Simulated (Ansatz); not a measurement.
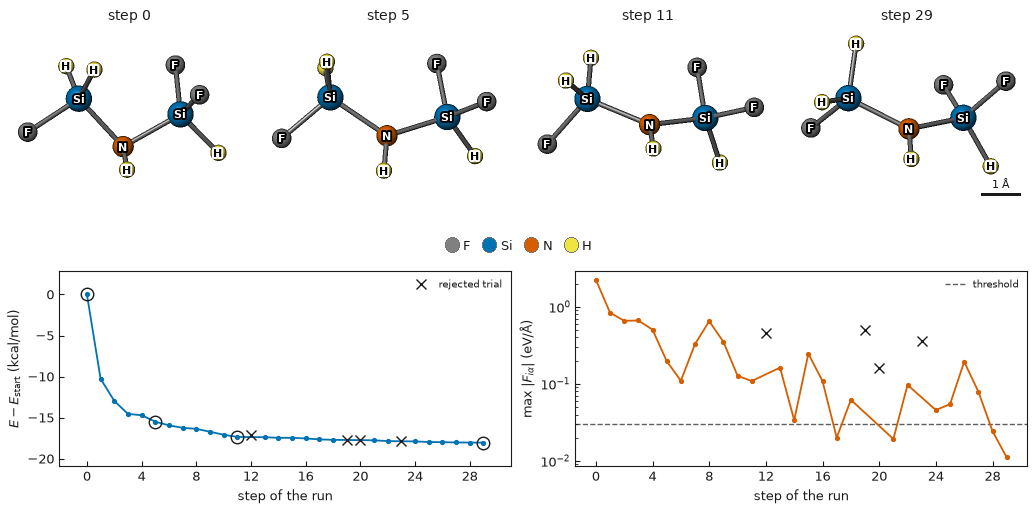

Frames of a relaxation of Si2NH4F3 (coarse preliminary run), marked on the history of the run. Style: ball-and-stick. Shown at a tilt.

The start comes from a force field.

The calculation used RKS PBE-D4/def2-SVP in Ansatz 0.2.0. Set-up: force threshold 0.03 eV/Å; at most 200 steps.

> What happens along the run?

The atom that moves furthest after the best rigid fit is an H atom (1.55 Å). By element the largest moves are H 1.55 Å, F 1.34 Å, N 0.87 Å, Si 0.26 Å. Among the contacts that change: Si–Si 2.698 → 3.113 Å, H–N 0.989 → 1.025 Å, H–Si 1.466 → 1.497 Å, N–Si 1.695 → 1.726 Å. Among the angles between lasting bonds that change: Si–N–Si 104.1° → 127.3°, Si–N–H 105.7° → 116.3°, F–Si–N 102.6° → 111.1°. After 25 accepted moves (29 points after the start) the energy has fallen by 18.0 kcal/mol. Largest force component: 2.3 eV/Å at the start, 0.011 eV/Å at the end. The line search rejected the trial steps at points 12, 19, 20, 23 of the run. The forces were under the threshold at step 17, but the run went on from there. Cost: 37 s on 4 threads of Arm Neoverse V1, with other jobs on the host. From step 0 to 5: an F atom moves most (0.78 Å), energy −15.5 kcal/mol. From step 5 to 11: an H atom moves most (0.87 Å), energy −1.86 kcal/mol. From step 11 to 29: an F atom moves most (0.77 Å), energy −0.69 kcal/mol.
